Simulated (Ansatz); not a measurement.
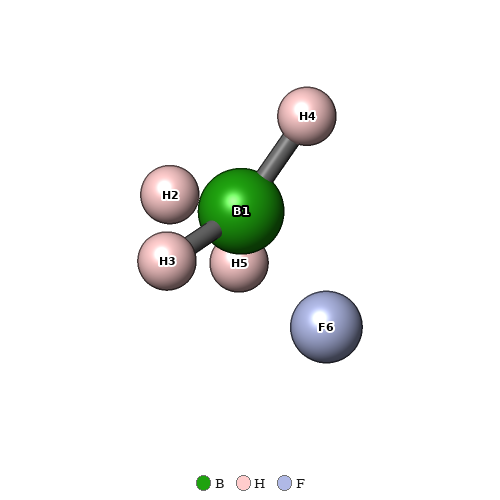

The system is the reacting system BFH4 (fragments BH₃ + FH where the first distance is long, BFH₂ + H₂ where the second is long); the picture shows the reference structure. The first coordinate is: distance H2–H5 (bond that forms); the second: distance H5–F6 (bond that breaks). Relaxed at each point: all other coordinates. Grid: 13 × 13 points. Points are written as (first, second). Energies are in kcal/mol, from the lowest grid point. Energies and slopes of some neighbouring points disagree (a jump in structure or state, or too coarse a mesh). The restricted reference is unstable at some or all points, so the energies there are unreliable. These are results of RHF-MP2, frozen core/def2-TZVP (Ansatz), not measurements.

Its coordinates:

```xyz
6

B    -0.3770    0.0365   -0.2695
H     0.6316    0.9310    0.4145
H    -0.1816    0.0930   -1.4324
H    -1.4083    0.1573    0.2922
H     0.8031   -0.0246    0.5722
F     0.5321   -1.1931    0.4230
```

Range: distance H2–H5 (bond that forms) from 0.666 to 2.466 Å; distance H5–F6 (bond that breaks) from 0.819 to 2.319 Å.

Question: What landscape does the calculation give?

Answer: The lowest grid point is at (2.466 Å, 2.164 Å). It lies in a valley that leaves the map towards separated partners. The energy also falls towards the edge at (0.747 Å, 2.319 Å) (0.12 kcal/mol above the lowest), where a further well may lie outside the range. The highest grid point, (0.666 Å, 0.819 Å), lies 123 kcal/mol above the lowest.

| second ↓, first → | 0.666 | 0.747 | 0.858 | 0.984 | 1.122 | 1.269 | 1.423 | 1.584 | 1.750 | 1.922 | 2.099 | 2.280 | 2.466 |
| --- | --- | --- | --- | --- | --- | --- | --- | --- | --- | --- | --- | --- | --- |
| 2.319 | 3 | 0 | 5 | 17 | 33 | 50 | 68 | 84 | 5 | 4 | 3 | 3 | 3 |
| 2.164 | 3 | 1 | 6 | 17 | 33 | 51 | 68 | 85 | 2 | 1 | 1 | 0 | 0 |
| 2.013 | 4 | 2 | 6 | 18 | 34 | 51 | 69 | 85 | 4 | 3 | 3 | 2 | 2 |
| 1.866 | 6 | 3 | 8 | 20 | 35 | 52 | 70 | 86 | 11 | 10 | 9 | 9 | 9 |
| 1.723 | 9 | 6 | 11 | 22 | 37 | 54 | 72 | 88 | 22 | 21 | 20 | 20 | 20 |
| 1.584 | 14 | 11 | 15 | 31 | 43 | 57 | 71 | 85 | 38 | 37 | 36 | 36 | 36 |
| 1.450 | 22 | 18 | 28 | 34 | 44 | 56 | 68 | 79 | 88 | 92 | 93 | 94 | 94 |
| 1.321 | 46 | 38 | 35 | 38 | 45 | 53 | 61 | 68 | 72 | 74 | 75 | 75 | 75 |
| 1.199 | 61 | 49 | 42 | 41 | 43 | 47 | 51 | 54 | 56 | 56 | 57 | 57 | 57 |
| 1.084 | 78 | 62 | 50 | 44 | 41 | 41 | 41 | 42 | 41 | 41 | 41 | 41 | 41 |
| 0.979 | 98 | 77 | 60 | 48 | 41 | 37 | 35 | 33 | 32 | 32 | 31 | 31 | 31 |
| 0.886 | 106 | 84 | 64 | 51 | 43 | 38 | 35 | 34 | 33 | 32 | 31 | 31 | 31 |
| 0.819 | 123 | 99 | 77 | 63 | 53 | 48 | 45 | 43 | 42 | 41 | 40 | 40 | 40 |

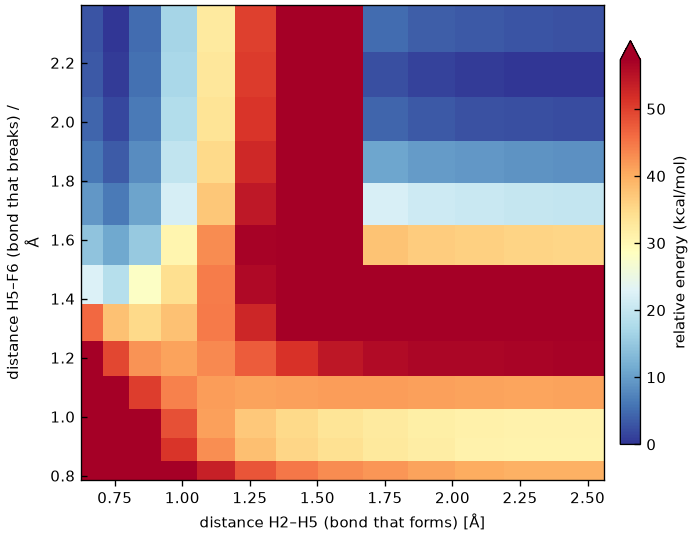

In the figure: one coloured cell a grid point, one colour for all values above the top of the scale.

Each point was launched as `ansatz run input.yaml --threads 1 --pin off --max-ram 2560MiB --backend cpu --events-out ev --progress --plain --runs-dir out`. The whole map (169 points run) took 21 min on 1 thread of Arm Neoverse V2 (shared host).
